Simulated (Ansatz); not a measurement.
The parent structure is YN in the rock salt structure (space group Fm-3m, No. 225; a = 4.8957 Å). Axes: x, y, z lie along the cube axes.

The change: the cell is stretched by 3.00 % along z with no lateral relaxation; the atoms relax in the strained cell.

All numbers come from r2SCAN (Ansatz, an electronic-structure program; PAW; 500 eV plane waves; no SOC).

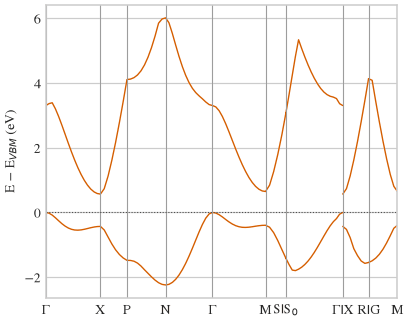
Figure. Highest valence and lowest conduction band along the path of the changed cell's own zone

Task: From the figure, how large is the changed gap, and is it direct?

Result: About 0.6 eV, indirect, Γ → X.

Stability against distortions was not tested. Labels are those of the standard path for the cell's own space group.
